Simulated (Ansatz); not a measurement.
BH4OSi (charge −1)

The calculation's input:

```
crystal:
  periodic: [false, false, false]
  atoms:
    - {symbol: B, position_ang: [-1.389922, 0.173511, -0.740804]}
    - {symbol: O, position_ang: [-0.495385, -0.637407, -0.222893]}
    - {symbol: Si, position_ang: [0.540643, -0.570215, 1.223087]}
    - {symbol: H, position_ang: [-2.039930, -0.193279, -1.708468]}
    - {symbol: H, position_ang: [-1.602995, 1.285767, -0.289828]}
    - {symbol: H, position_ang: [0.658590, 0.970523, 1.328435]}
    - {symbol: H, position_ang: [1.874868, -0.703563, 0.457818]}
basis:
  gaussian: {orbitals: "def2-TZVPPD.json"}
total_charge: -1
hamiltonian: {xc: pbe0, dispersion: d4}
output: {orbitals: {seedname: orbitals}}
```

Command:

```sh
ansatz run in.yaml --threads 2 --pin off --events-out ev --progress --plain --max-ram 4352MiB
```

Geometry: PBE0-D4/def2-TZVPD.

Level of theory: RKS PBE0-D4/def2-TZVPPD (Ansatz).

What can the converged electron density and electron localisation function tell about the bonding?

Answer. B–O (1.31 Å): ρ is about 2.3 e/Å³ halfway; the ELF peaks at about 0.85 between the atoms (a short, strongly polar bond).
Si–O (1.78 Å): ρ at the midpoint is about 0.85 e/Å³; the ELF peaks at about 0.90 between the atoms (a polar covalent bond).
B–H (1.22 Å): ρ is about 1.2 e/Å³ halfway; the ELF climbs to about 1 towards the hydrogen, as it does in any bond to H; an ordinary covalent bond to hydrogen.

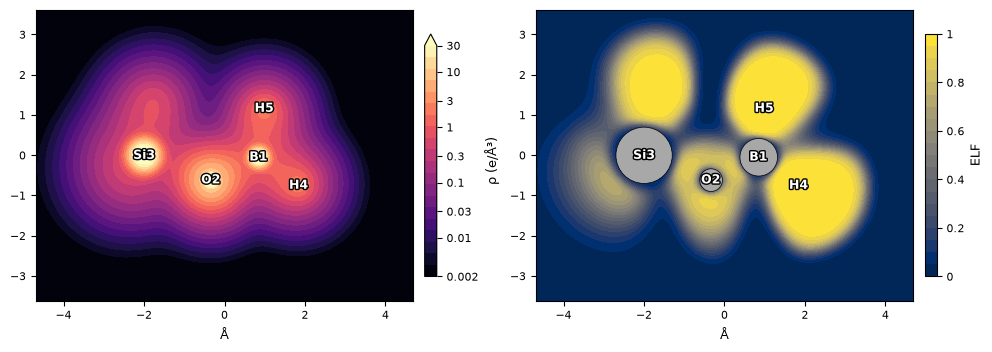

Computed electron density and electron localisation function on the plane of atoms O2, B1 and H4, in this order. Grey discs cover the atomic cores in the ELF map. 
